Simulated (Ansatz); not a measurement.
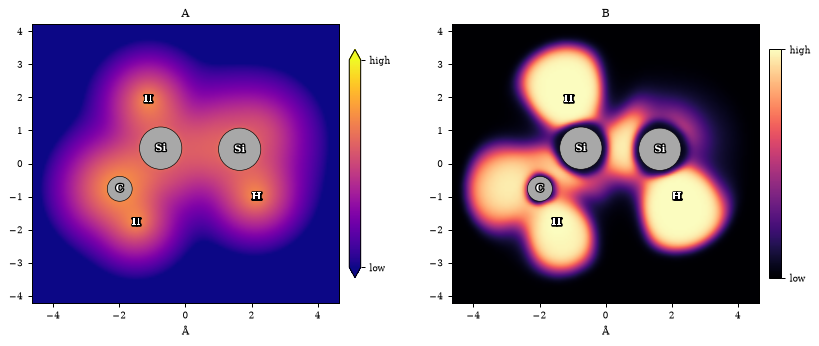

CH5Si2 (SMILES [CH-]=[SiH][SiH3]) (charge −1): 2 fields on the plane of atoms C1, Si2 and Si3, with unlabelled colour scales. Grey discs cover the atomic cores.

The highest occupied orbital lies above zero, a sign that basis and functional describe the outermost electron poorly.

Method: Ansatz, RKS PBE/def2-SVP.

The panels show electron density and electron localisation function in some order. Assign them.

Panel A: electron density. Panel B: electron localisation function. From the grid: C–Si (1.74 Å): ρ is about 1 e/Å³ halfway; the ELF peaks at about 0.90 between the atoms, as expected for localised, covalent bonding. Si–Si (2.39 Å): ρ at the midpoint is about 0.55 e/Å³; the ELF peaks at about 0.95 between the atoms; localised, covalent bonding.
